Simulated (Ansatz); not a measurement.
**Profile along the Se–Zn line in ZnSe (zinc blende)**

ZnSe (zinc blende)

```cif
data_Se4Zn4
_chemical_formula_sum 'Se4 Zn4'
_space_group_name_H-M_alt 'F-43m'
_space_group_IT_number 216
_space_group_name_Hall 'F -4 2 3'
_cell_length_a 5.73302
_cell_length_b 5.73302
_cell_length_c 5.73302
_cell_angle_alpha 90.000
_cell_angle_beta 90.000
_cell_angle_gamma 90.000
loop_
_atom_site_label
_atom_site_type_symbol
_atom_site_symmetry_multiplicity
_atom_site_Wyckoff_symbol
_atom_site_fract_x
_atom_site_fract_y
_atom_site_fract_z
_atom_site_occupancy
Se1 Se 4 c 0.25000 0.25000 0.25000 1
Zn1 Zn 4 a 0.00000 0.00000 0.00000 1
```
(The calculation used a cell of 2 atoms; values per cell refer to that cell.)

Fields along a shortest Se–Zn line of a {110} plane (2.48 Å), from Se to Zn, interpolated on the slice's grid (step about 0.2 Å). These are PBE (plane waves to 420 eV, PAW, scalar-relativistic; Ansatz, a program for electronic structure) values and carry that method's errors. k mesh 10×10×10. These are valence fields of a PAW run, semicore shells included where kept as valence: close to a nucleus they are smooth pseudo fields. The PAW data are Ansatz's earlier set. ZnSe was relaxed with its symmetry unable to fall.

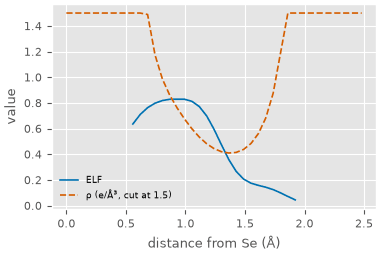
Fig. 1. ELF (away from the nuclei) and valence density from Se to Zn.

Density on the Se–Zn line (2.48 Å) at its density minimum, 1.4 Å from Se: 0.41 e/Å³. ELF at that point: 0.4. ELF maximum in the middle third of the Se–Zn line: 0.83, 0.9 Å from Se.
